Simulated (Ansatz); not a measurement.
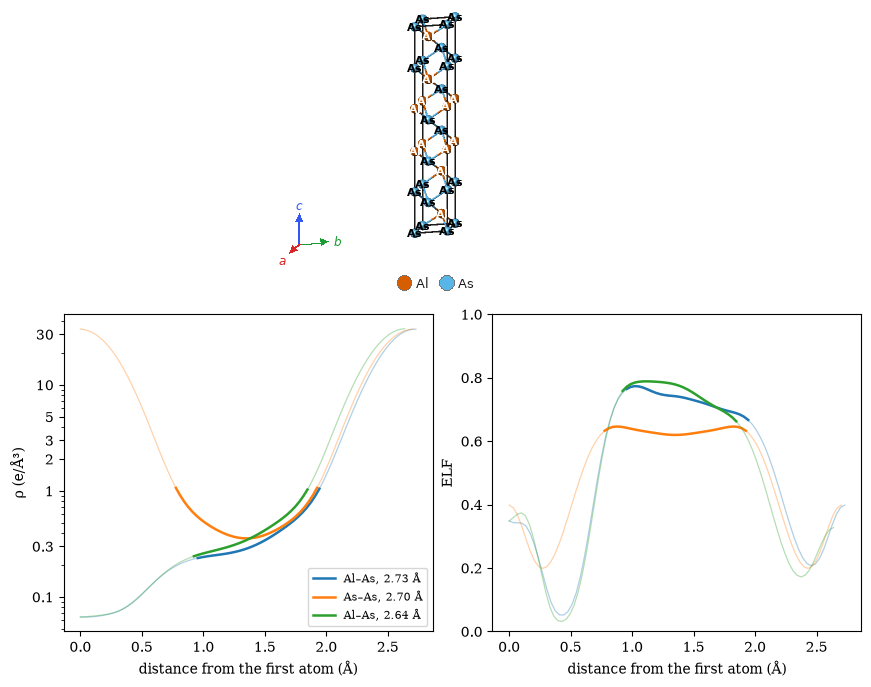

*Al2As3. Valence pseudo-density and ELF along straight lines between neighbouring atoms. Thin, pale parts lie inside the atomic spheres. The structure is drawn too.*

Space group R-3m; started from the tetradymite_166 prototype, which need not be the ambient phase; computed without spin polarisation.

The calculation used DFT PBE, scalar-relativistic, plane waves, PAW in Ansatz 0.2.0.

The density is the valence pseudo-density of a PAW calculation; it isn't the true density close to the nuclei.

Q: What can be read from the curves?

A: Al–As (2.73 Å): ρ is about 0.29 e/Å³ halfway; the ELF peaks at about 0.75 in the valence shell of As, 1.7 Å from its nucleus, and is about 0.75 at the midpoint.
As–As (2.70 Å): ρ is about 0.36 e/Å³ halfway; the ELF peaks at about 0.65 between the atoms.
Al–As (2.64 Å): ρ is about 0.33 e/Å³ halfway; the ELF peaks at about 0.80 between the atoms.
